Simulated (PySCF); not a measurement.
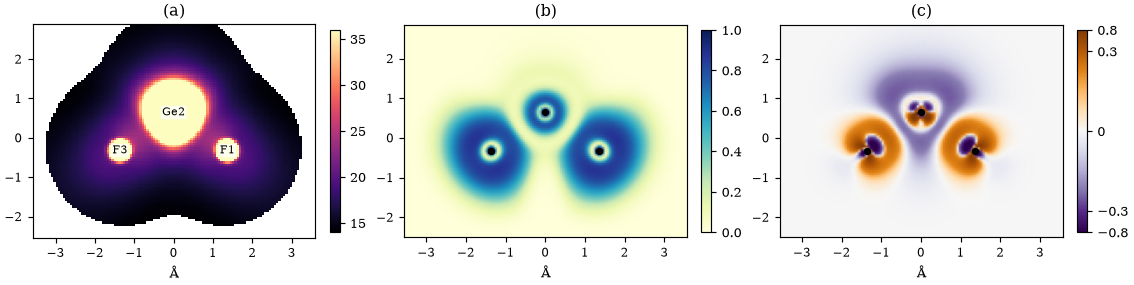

Figure. F4Ge, SMILES `F[Ge](F)(F)F`. Three fields in the plane of F1, Ge2 and F3. (c): orange positive, purple negative.

Level of theory: PBE0/def2-TZVP (PySCF), at a geometry from GFN2-xTB. No frequency check shows the geometry to be a minimum. GFN2-xTB bond lengths at metals and heavier atoms can be off by up to 0.1 Å and shapes distorted, which carries into these values.

### The panels show, in some order, the electron localisation function (ELF), average local ionisation energy and deformation density. Which is which?

(a) is the average local ionisation energy: it is high near the heavier nuclei and lowest where loosely bound electrons reach out. (b) is the electron localisation function (ELF): it runs from 0 to 1 and is close to 1 over wide basins that fill the valence regions. (c) is the deformation density: it has both signs, with gains where valence electrons gather and losses around them.
